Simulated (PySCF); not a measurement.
Vertical excitations of a molecule CH7NOSi from TDDFT-PBE/def2-SVPD in PySCF, as energy in eV (oscillator strength): 6.11 (0.000), 6.27 (0.037), 6.52 (0.011), 6.60 (0.006), 6.95 (0.016), 7.11 (0.016), 7.31 (0.009), 7.36 (0.041), 7.54 (0.024), 7.57 (0.017). Lowest triplet (TDA): 5.93 eV. Geometry optimised at B3LYP-D3(BJ)/def2-SVP. Other conformers were not sampled.

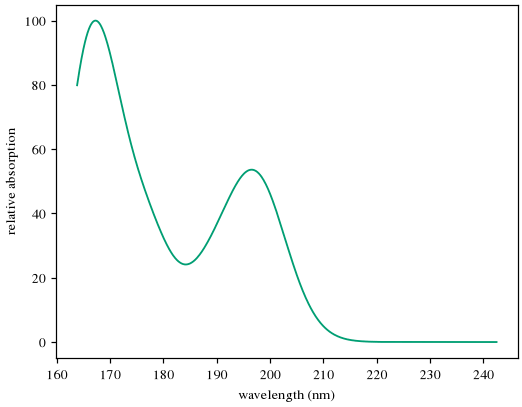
The lines broadened by 0.4 eV.

### Question
Which structure fits?
A) CO[SiH2]N
B) C[Si@H](N)O
C) NC[SiH2]O
D) CN[SiH2]O

### Answer
A, CO[SiH2]N
